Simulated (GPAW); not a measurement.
## SiO2 (P4_2/mnm): refractive index against wavelength

The refractive index of SiO2 (P4_2/mnm) along x below the direct gap (5.64 eV on the mesh) is read from one computed spectrum, n = √(Re ε). x, y and z are the Cartesian axes of the input cell.

It takes space group P4_2/mnm (No. 136, tetragonal). The conventional cell has a = 4.177 Å, b = 4.177 Å, c = 2.665 Å, α = 90.00°, β = 90.00°, γ = 90.00°. Si on site a has 6 O at 1.76 to 1.81 Å as nearest neighbours. O on site f is surrounded by 3 Si at 1.76 to 1.81 Å.

Method: GPAW 26.7.0, PBE, RPA, k-mesh 7×7×11, local fields up to 50 eV, Lorentzian half width 0.15 eV.

Launch of the response step: `OMP_NUM_THREADS=1 python df.py`. The run took 2.4 min, its band step included, on 1 thread of Arm Neoverse V1 (shared host).

| wavelength (nm) | photon energy E (eV) | n |
| --- | --- | --- |
| 700 | 1.771 | 1.8024 |
| 633 | 1.959 | 1.8050 |
| 532 | 2.331 | ? |
| 450 | 2.755 | 1.8194 |
| 405 | 3.061 | 1.8266 |
| 365 | 3.397 | 1.8356 |
| 308 | 4.025 | 1.8563 |

In the single-oscillator model n² − 1 = E₀E_d/(E₀² − E²), so 1/(n² − 1) = E₀/E_d − E²/(E₀E_d) is linear in E².

Working, on the rows shown:

| x = E² (eV²) | y = 1/(n² − 1) |
| --- | --- |
| 3.13716 | 0.444712 |
| 3.83641 | 0.442865 |
| 7.59115 | 0.43286 |
| 9.37179 | 0.427997 |
| 11.5384 | 0.422043 |
| 16.2043 | 0.408856 |

Means: x̄ = 8.6132, ȳ = 0.42989. Σ(x − x̄)(y − ȳ) = -0.3302, Σ(x − x̄)² = 120.6. Slope = -0.3302 / 120.6 = -0.002738; intercept = ȳ − slope · x̄ = 0.45347. Turned back into n, the line misses the rows shown by at most 0.0004.

Problem. Predict the last column of the withheld row from the fit.

Solution. At x = 5.4314 the line gives y = 0.4386, that is 1.8111. The run gave 1.8110, so the interpolation is off by 7.0e-05, 0.1 % of the range in the table.

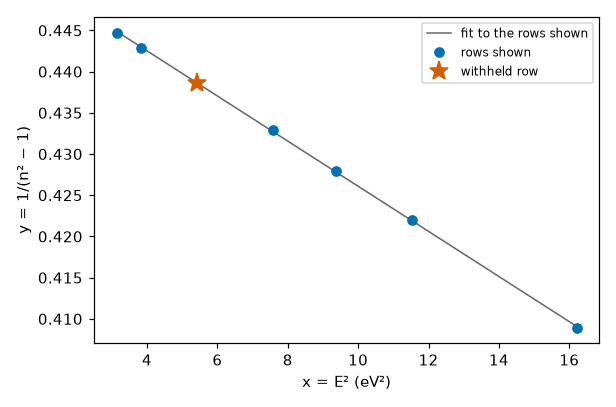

Refitted with all rows, the slope is -0.002739 and the intercept 0.45349. These give E₀ = √(intercept/−slope) = 12.87 eV and E_d = E₀/intercept = 28.4 eV; E₀ is 2.3 times the direct gap. The electronic limit at long wavelengths, without lattice vibrations, is n = √(1 + 1/intercept) = 1.790. Excitons are left out; PBE gaps are as a rule too small. The values come from a sum over the points of one k-mesh and carry its error, which grows as the direct gap shrinks. This version of GPAW has incomplete matrix elements in the optical limit, which can lower ε − 1 by up to a tenth where first-row anions or d states rule.
